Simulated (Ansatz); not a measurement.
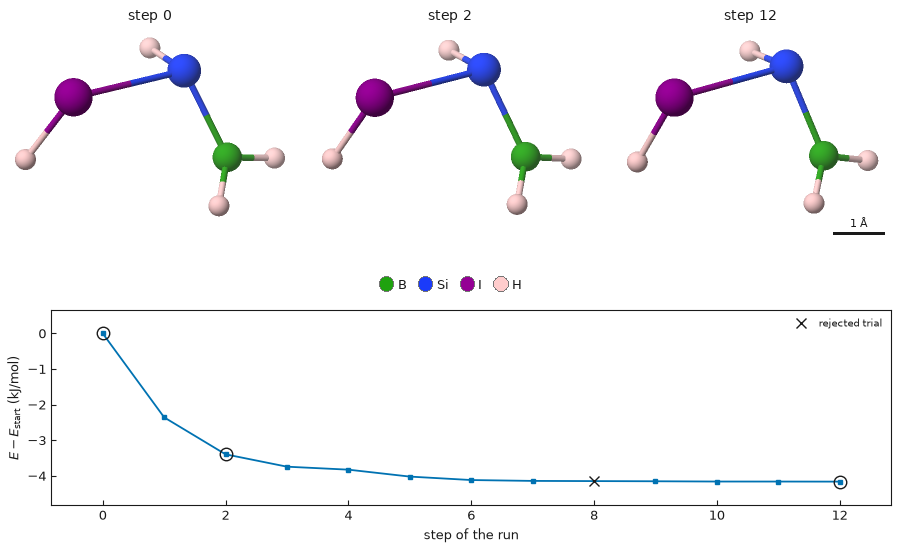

Frames of a relaxation of BSiH$_{4}$I, marked on the history of the run. Style: ball-and-stick. Shown at a tilt.

It is one of the separated reactants of a reaction.

Computed with RKS PBE0-D4/def2-TZVP (Ansatz 0.2.0).

The input:
```yaml
crystal:
  periodic: [false, false, false]
  atoms:
    - {symbol: B, position_ang: [-0.991590, -0.092527, -0.382922]}
    - {symbol: Si, position_ang: [0.853297, 0.368634, 0.047024]}
    - {symbol: I, position_ang: [1.898229, -1.841652, 1.056869]}
    - {symbol: H, position_ang: [-1.386137, -1.221429, -0.613648]}
    - {symbol: H, position_ang: [-1.722080, 0.840895, -0.680728]}
    - {symbol: H, position_ang: [0.917690, 1.185220, 1.327229]}
    - {symbol: H, position_ang: [1.003178, -2.604456, 2.263385]}
basis:
  gaussian: {orbitals: def2-TZVP}
hamiltonian: {xc: pbe0, dispersion: d4}
relax: {f_tol: 0.005, max_steps: 200}
```

Run as
```bash
ansatz run in.yaml --threads 2 --pin off --events-out ev --progress --plain --max-ram 4352MiB
```

Describe the path.

The atom that moves furthest after the best rigid fit is H7 (0.26 Å). Largest moves by element: H 0.26 Å, Si 0.11 Å, B 0.08 Å, I 0.03 Å. Some distances before and after: I3–H7 1.685 → 1.634 Å, B1–H4 1.218 → 1.198 Å, Si2–I3 2.645 → 2.663 Å, Si2–H6 1.520 → 1.506 Å. Bond angles that change, for instance: B1–Si2–H6 110.7° → 104.6°, B1–Si2–I3 105.1° → 100.0°, Si2–I3–H7 116.2° → 111.4°. Over 11 accepted moves (12 points after the start) the energy falls by 4.16 kJ/mol. The largest force component goes from 0.44 to 0.0024 eV/Å. The line search rejected the trial step at point 8 of the run. From step 0 to 2: H7 moves most (0.15 Å), energy −3.39 kJ/mol. From step 2 to 12: H7 moves most (0.12 Å), energy −0.77 kJ/mol.

| step | E − E(0), kJ/mol | largest force component, eV/Å | note |
| --- | --- | --- | --- |
| 0 | 0.00 | 0.4418 |  |
| 1 | -2.36 | 0.3862 |  |
| 2 | -3.39 | 0.1688 |  |
| 3 | -3.74 | 0.0736 |  |
| 4 | -3.82 | 0.1248 |  |
| 5 | -4.02 | 0.0579 |  |
| 6 | -4.12 | 0.0266 |  |
| 7 | -4.14 | 0.0158 |  |
| 8 | -4.14 | 0.0195 | rejected |
| 9 | -4.15 | 0.0159 |  |
| 10 | -4.16 | 0.0134 |  |
| 11 | -4.16 | 0.0055 |  |
| 12 | -4.16 | 0.0024 |  |
